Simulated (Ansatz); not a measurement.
# CH4BrSi2 (doublet): what the fields show

```xyz
8

C    -1.1849    1.5804   -0.6434
Br    3.4335   -0.7263    0.0673
Si    0.3812    0.6857   -0.1187
Si    2.2176    0.4249   -1.4984
H    -2.0546    0.9061   -0.5783
H    -1.1065    1.9520   -1.6755
H    -1.3820    2.4359    0.0235
H     0.2638    0.1828    1.2888
```

Geometry: PBE0-D3(BJ)/def2-SVP.

All numbers below come from Ansatz, isolated molecule in a Gaussian basis; Kohn-Sham density functional theory, functional PBE0.

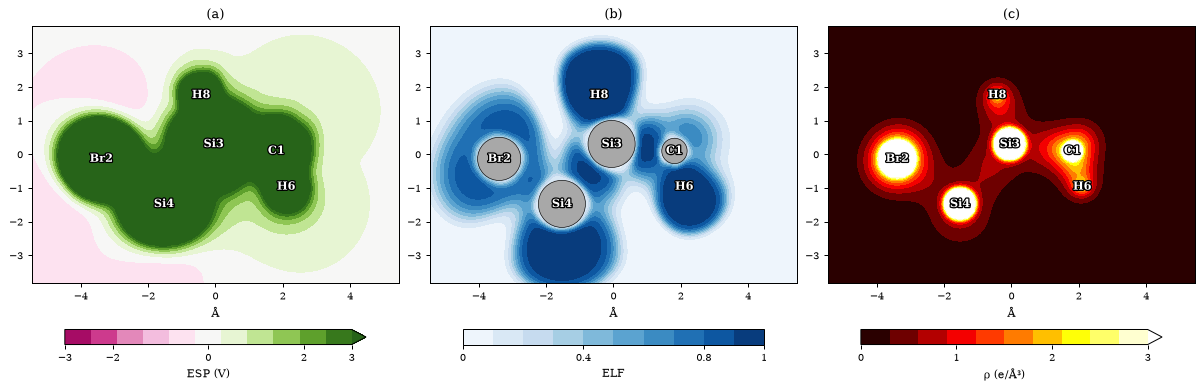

Figure 1. (a) molecular electrostatic potential; (b) electron localisation function; (c) electron density on the plane of atoms C1, Si3 and H8. Grey discs cover the atomic cores in the ELF map.

> Read the bonding off the picture.

The plane passes through C, Br, Si and H nuclei. C–Si (1.88 Å): ρ at the midpoint is about 0.94 e/Å³; the ELF peaks at about 0.95 between the atoms; localised, covalent bonding. Si–Br (2.29 Å): ρ is about 0.67 e/Å³ halfway, with its minimum of 0.53 e/Å³ about 0.8 Å from Si; the ELF peaks at about 0.80 between the atoms: a shared but strongly polarised pair. Si–Si (2.31 Å): ρ at the midpoint is about 0.62 e/Å³; the ELF peaks at about 0.95 between the atoms: a covalent bond. C–H (1.10 Å): ρ is about 1.9 e/Å³ halfway; the ELF climbs to about 1 towards the hydrogen, as it does in any bond to H (an ordinary covalent bond to hydrogen). Si–H (1.50 Å): ρ at the midpoint is about 0.79 e/Å³; the ELF climbs to about 1 towards the hydrogen. The ELF also peaks beside Si4 and Br2, away from the bonds: non-bonding electrons, paired or unpaired. Outside the dense part of the molecule the potential is most negative (−0.7 V) near Br2.

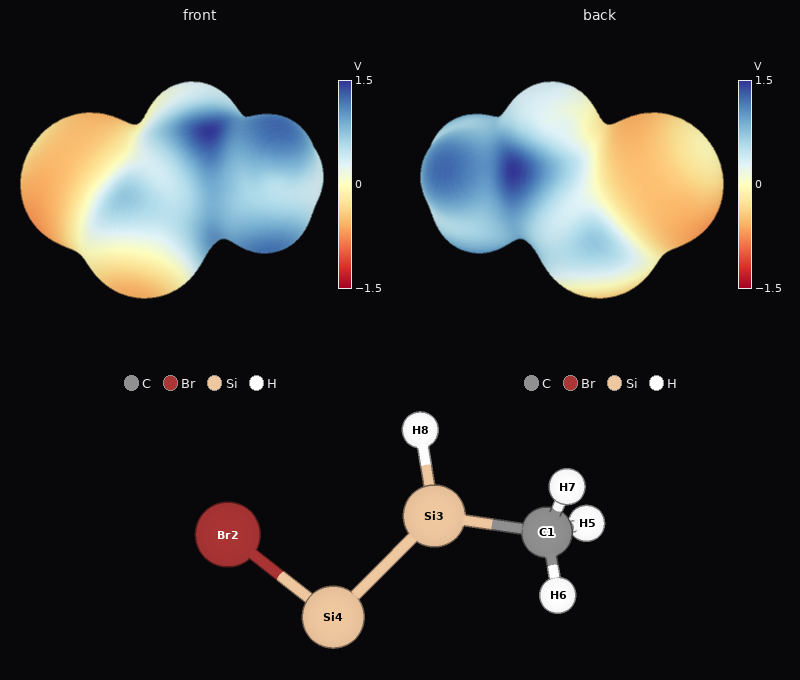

Figure 2. The molecular electrostatic potential painted on the density surface at 0.002 e/bohr³, seen from the front and from behind; the colour scale runs from red (negative) to blue (positive). The bare structure is drawn below in the same view.

> Where is the surface potential most negative and most positive?

The most negative region (about −0.7 V) lies over Br2, the most positive (about +1.4 V) over Si3.

> What dipole moment does the calculation give?

Its dipole moment is 3.40 D.

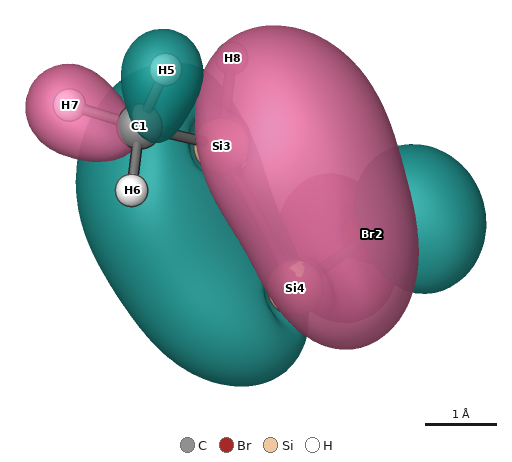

Figure 3. One frontier orbital at ±0.06 Å⁻³ᐟ² (teal and pink are the two phases), seen at an oblique angle.

> Which orbital is it: HOMO (α) or LUMO (α)?

The HOMO (α), at −6.12 eV. By Hirshfeld shares it lies mainly on Si3 (about 50 %), Si4 (about 30 %) and Br2 (about 10 %); π-bonding across Si3–Si4.
